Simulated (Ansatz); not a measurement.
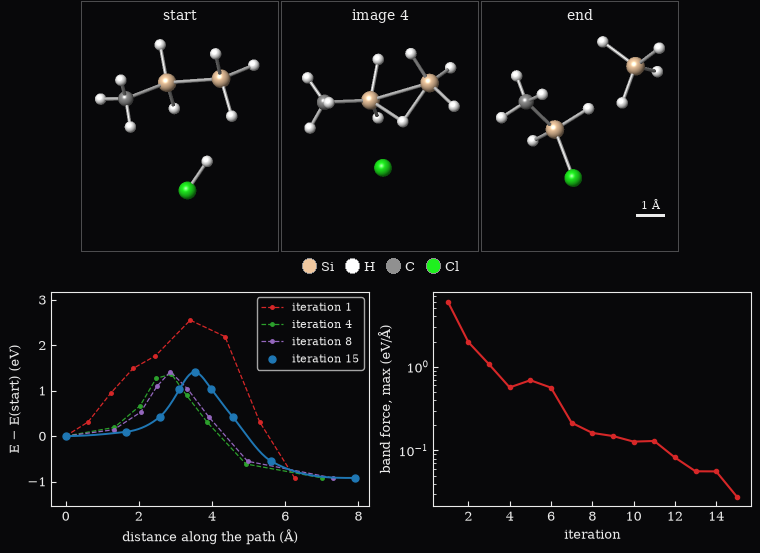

A search for the minimum-energy path of CH9ClSi2 by the nudged elastic band. Images are numbered from 0 (start) to 8 (end). The plot follows the band through its iterations. The picture is a ball-and-stick view, seen at a tilt.

The calculation used Ansatz 0.2.0, RKS revPBE-D4/6-31G*. Settings: 7 movable images; climbing image; force threshold 0.03 eV/Å; iteration limit 60; starting path through a guess of the saddle point.

### Judge this run.

The run is converged, with reservations. The band converged in 15 iterations. The largest component of the band force went from 6 to 0.028 eV/Å. The climbing image converged on the top of the path. Its curvatures weren't checked. The first iteration put the highest image at 2.55 eV. Forward barrier 1.41 eV, backward barrier 2.33 eV, with image 4 at the top; the reaction energy is −0.92 eV.

The run took 2.5 min on 2 threads of Intel(R) Xeon(R) Platinum 8488C (Sapphire Rapids), on a shared host, peak memory 0.16 GiB.
